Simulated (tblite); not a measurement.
## Frequency calculation, with input and output: C$_{2}$H$_{2}$B$_{3}$ClF$_{3}$

The run: frequency calculation of C$_{2}$H$_{2}$B$_{3}$ClF$_{3}$, multiplicity 2. Method and program: GFN2-xTB harmonic vibrations, gas phase (tblite 0.8.0).

It belongs to a series of runs on one base structure; here: H removed from sp2 C.

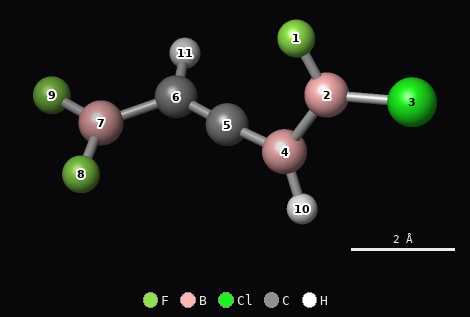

Figure 1. The input geometry (ball-and-stick view, seen at a tilt; atoms are numbered from 1 in the order of the input).

Input file
```
{"job": {"kind": "ir", "xc": "GFN2-xTB", "basis": "xTB"}, "charge": 0, "multiplicity": 2}
F     -2.107442     1.785398     0.353809
B     -2.427445     0.504298     0.185966
Cl    -4.118844     0.189856     0.296100
B     -1.254262    -0.665274    -0.078750
C      0.059168    -0.364730     0.429403
C      1.221741    -0.035348     0.922580
B      2.529059     0.013475     0.095239
F      2.578217    -0.226459    -1.198407
F      3.692245     0.284667     0.653729
H     -1.493447    -1.692261    -0.582149
H      1.326435     0.209049     1.976356
```

The first line tells a small driver script what to run in tblite; the rest is the geometry in Å.

Launch command:
```bash
OMP_NUM_THREADS=1 python <driver script> task.json out
```

Log
```
mode    cm-1     km/mol
  1      12.1      0.51
  2      40.9      0.97
  3      45.5      1.87
  4      86.5      1.26
  5     101.9      3.28
  6     199.2      0.51
  7     278.7      3.32
  8     322.9      4.14
  9     353.8     23.42
 10     365.3     22.29
 11     422.2     23.97
 12     485.2     46.13
 13     504.8      5.13
 14     598.1     35.59
 15     638.2     39.82
 16     738.2     60.31
 17     752.1      9.48
 18     821.6    193.16
 19     873.3     67.97
 20    1039.9    129.46
 21    1144.3    182.60
 22    1154.7    246.36
 23    1272.5    754.58
 24    1290.5    404.16
 25    1780.9    758.50
 26    2637.5     39.08
 27    2964.9      2.90
```

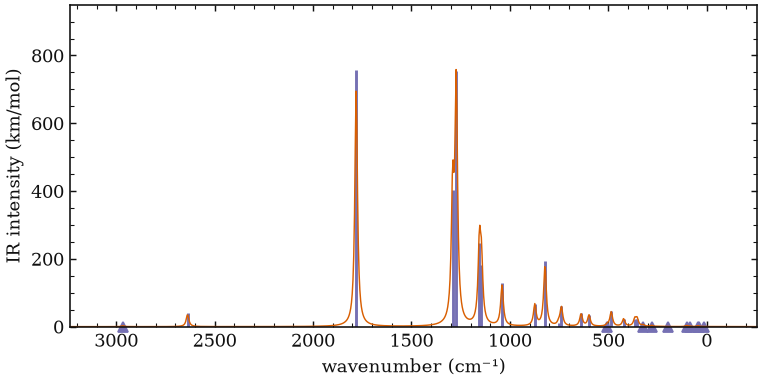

Figure 2. Harmonic infrared spectrum, unscaled: sticks (degenerate modes added up, dark ones marked on the axis) with a Lorentzian envelope of 16 cm⁻¹ full width, scaled to the tallest stick. 27 modes from 12 to 2965 cm⁻¹, none imaginary. The strongest line is at 1781 cm⁻¹ (758 km/mol).

Summary

| quantity | value |
| --- | --- |
| outcome | converged |
| total energy | −756.9755 eV |
| zero-point energy | 29.9140 kcal/mol |
| hardware | 1 CPU thread, shared host |
| wall time | 0.53 s |
| peak memory | 0.18 GiB |
